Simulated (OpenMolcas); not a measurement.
## AlClF2: a line through the functionals

AlClF2: 4 atoms, total charge 0, spin state singlet. SMILES: `[F][Al]([F])[Cl]`. Geometry: relaxed at PBE0-D4/def2-TZVP.

The vertical energy of the triplet above the singlet y, in eV, basis def2-SVPD; a is the functional's share of exact exchange. Programs: OpenMolcas 26.06.

```
functional     program     a  y (eV)
    r2SCAN  OpenMolcas     0    7.00
      TPSS  OpenMolcas     0    6.71
     B3LYP  OpenMolcas   0.2    7.02
      PBE0  OpenMolcas  0.25       ?
     BHLYP  OpenMolcas   0.5    7.34
```

Question: Fit y = c + s·a to the known rows and predict PBE0.

Answer: 
1. Means of the 4 rows: a = 0.1750, y = 7.018.
2. Σ(Δa)² = 0.1675, Σ(Δa·Δy) = 0.16175, so the slope is 0.16175/0.1675 = 0.96567.
3. Intercept: 7.018 − (0.96567) × 0.1750 = 6.849. The largest residual of the fit is 0.15.
4. PBE0: 6.849 + (0.96567) × 0.25 = 7.09 eV.

The run gave 7.13 eV, so the prediction is off by -0.04 eV, within the scatter of the fit. The rows mix families of semi-local functionals, which the line can't see.

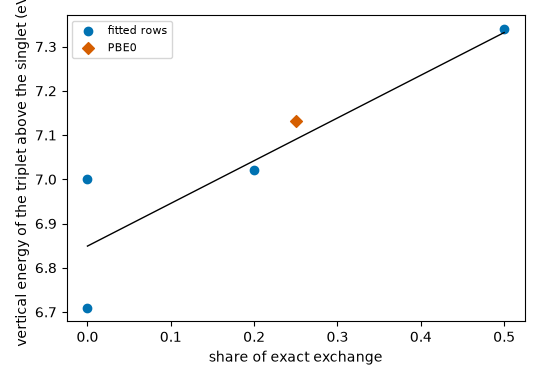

The fitted line, with the withheld row.
